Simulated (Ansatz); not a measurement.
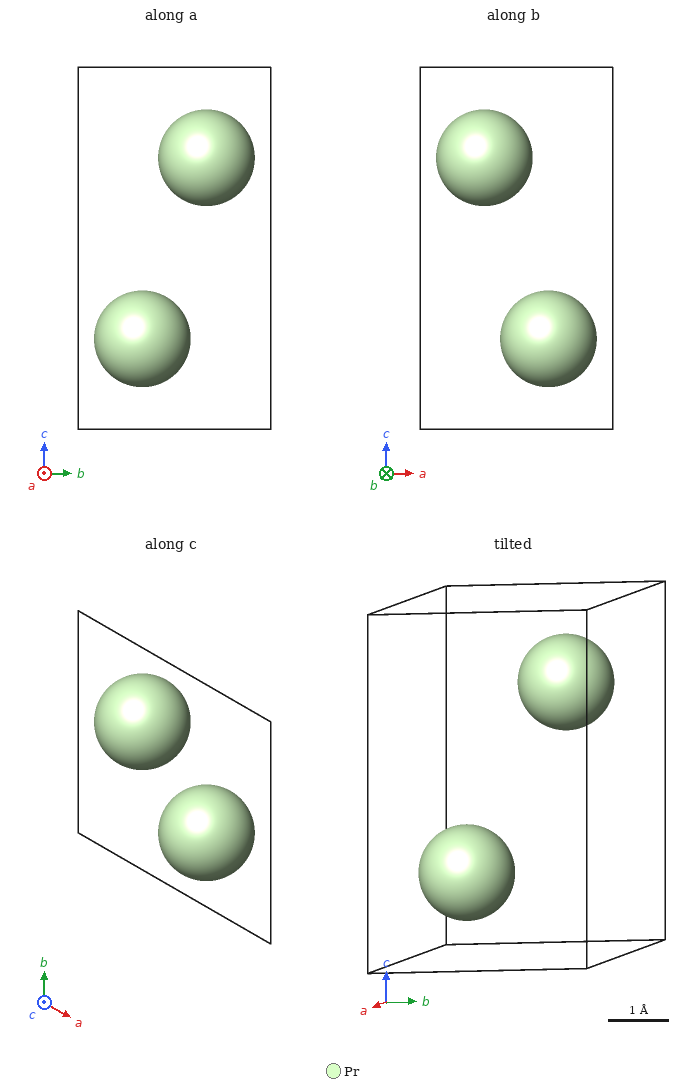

The crystal in a spheres-only representation, seen along the a axis, along the b axis, along the c axis and slightly off an axis. The frame is the conventional unit cell; atoms at its boundary are shown with their periodic copies.

Lattice parameters: a = 3.743 Å, b = 3.743 Å, c = 6.104 Å, α = 90.00°, β = 90.00°, γ = 120.00°. Put a along x and b in the xy plane.

**Put the structure into a POSCAR file.**

```
Pr
1.0
     3.743    0.000    0.000
    -1.872    3.242    0.000
     0.000    0.000    6.104
Pr
2
Direct
  0.3333 0.6667 0.7500
  0.6667 0.3333 0.2500
```

Its origin is a structure type filled with this element by a generator (whether the element takes this form wasn't checked). Earlier steps of the study may have refined or changed the cell and positions. It was set up as input for a calculation with Ansatz.
